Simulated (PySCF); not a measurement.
System: C$_{4}$H$_{14}$N$_{2}$Si (SMILES CC(C)N(C)N[SiH3]).

```yaml
atoms:
  - { symbol: C, position_ang: [-1.0705, -1.4986, -0.8669] }
  - { symbol: C, position_ang: [-1.1833, -0.1312, -0.1980] }
  - { symbol: C, position_ang: [-1.6666, -0.2812, 1.2503] }
  - { symbol: N, position_ang: [0.0962, 0.5624, -0.3475] }
  - { symbol: C, position_ang: [0.0554, 1.9781, -0.0554] }
  - { symbol: N, position_ang: [1.1379, -0.0847, 0.3440] }
  - { symbol: Si, position_ang: [2.6333, -0.3427, -0.4660] }
  - { symbol: H, position_ang: [-0.3634, -2.1205, -0.3250] }
  - { symbol: H, position_ang: [-2.0386, -1.9925, -0.8828] }
  - { symbol: H, position_ang: [-0.7137, -1.3803, -1.8858] }
  - { symbol: H, position_ang: [-1.9109, 0.4730, -0.7523] }
  - { symbol: H, position_ang: [-1.7705, 0.6887, 1.7324] }
  - { symbol: H, position_ang: [-2.6357, -0.7727, 1.2633] }
  - { symbol: H, position_ang: [-0.9675, -0.8889, 1.8207] }
  - { symbol: H, position_ang: [-0.1113, 2.2004, 1.0109] }
  - { symbol: H, position_ang: [-0.7359, 2.4428, -0.6407] }
  - { symbol: H, position_ang: [1.0114, 2.4121, -0.3476] }
  - { symbol: H, position_ang: [1.1156, 0.0714, 1.3496] }
  - { symbol: H, position_ang: [3.4351, -1.0605, 0.5263] }
  - { symbol: H, position_ang: [2.3288, -1.1368, -1.6524] }
  - { symbol: H, position_ang: [3.3453, 0.8786, -0.8774] }
```

Geometry: GFN2-xTB.

The calculation used PySCF, PBE0/pcSseg-1, SCF density, gas phase, non-relativistic.

Predict the electron density and electron localisation function between the atoms.

C–C (1.53 Å): ρ at the midpoint is about 1.7 e/Å³; the ELF peaks at about 0.95 between the atoms; a shared electron pair.
C–H (1.09 Å): ρ is about 2 e/Å³ halfway; the ELF climbs to about 1 towards the hydrogen, as it does in any bond to H; a covalent bond by its length.

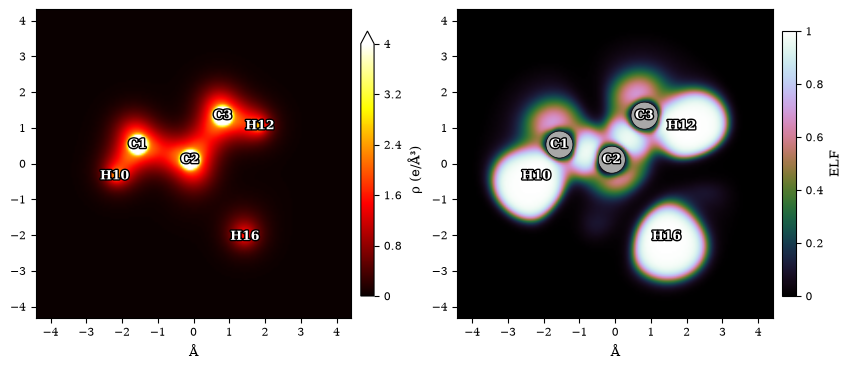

Computed electron density and electron localisation function on the plane of atoms C2, C3 and H12, in this order. Grey discs cover the atomic cores in the ELF map. 
